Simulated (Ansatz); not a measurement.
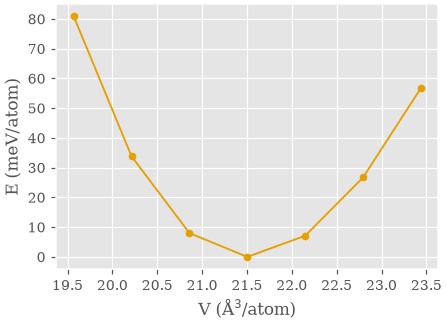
*Sb$_{2}$Ru in space group Pnnm (No. 58; Ru on 2a, Sb on 4g) under volume change, r²SCAN (plane waves, PAW; program Ansatz), shape and atoms relaxed at each volume.*

Problem. What does a third-order Birch–Murnaghan fit give for V₀, B₀ and B′?

Solution. V₀ = 21.51 Å³/atom, B₀ = 124 GPa, B′ = 4.9.

The workflow started from an entry of the Crystallography Open Database (COD). Its standing as an ambient phase is unchecked. Symmetry was held in the r²SCAN relaxation; whether a distortion lowers the energy is not shown. No spin polarisation was allowed. Spin–orbit coupling is left out wherever it is not named.

Potentials: the later of the program's two PAW sets.
